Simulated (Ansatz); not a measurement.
## AlCo: 7 layers

Base system: AlCo in the CsCl type structure (space group Pm-3m, No. 221; a = 2.8239 Å; weakly magnetic (sensitive to the mesh)). Axes: x, y, z lie along the cube axes.

Now apply this change: a free-standing slab of 7 layers (14 atoms, 2 a layer) is cut normal to [110], with 15 Å of vacuum and the in-plane cell held at bulk.

Method: r2SCAN (Ansatz, a quantum-chemistry and plane-wave program), without spin-orbit coupling. k-mesh 16×12×1 (Γ-centred); smearing 0.05 eV (Fermi–Dirac), for the changed cell.

The layer's space group (with vacuum) amounts to Pmmm (No. 47) and the band gap is still zero. The magnetic state goes from weakly magnetic (sensitive to the mesh) to ferrimagnetic and the excess energy per area of both faces (slab less bulk energy over the cell's area: twice a surface energy) is 4.6 J/m² (uncertain by up to 0.2 J/m²). The change of the spacing d12 from its bulk value of 1.997 Å is +1.0 % and the change of the spacing d23 from its bulk value of 1.997 Å amounts to 0.0 %.

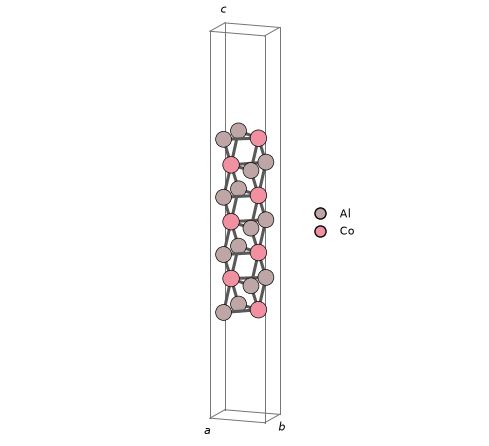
Figure. The relaxed cell after the change

Cost of the whole job for the changed cell (relaxation, final SCF and bands): about 60 core-minutes (a rough figure).

The magnetic state is the one reached from the starting moments; the real material's order can differ, and small cells can't hold many antiferromagnetic ones. Slab and bulk use different k-meshes, which limits the precision of the excess energy. Stability against distortions was not tested. Seeded moments were not kept for 7 layers and the base.
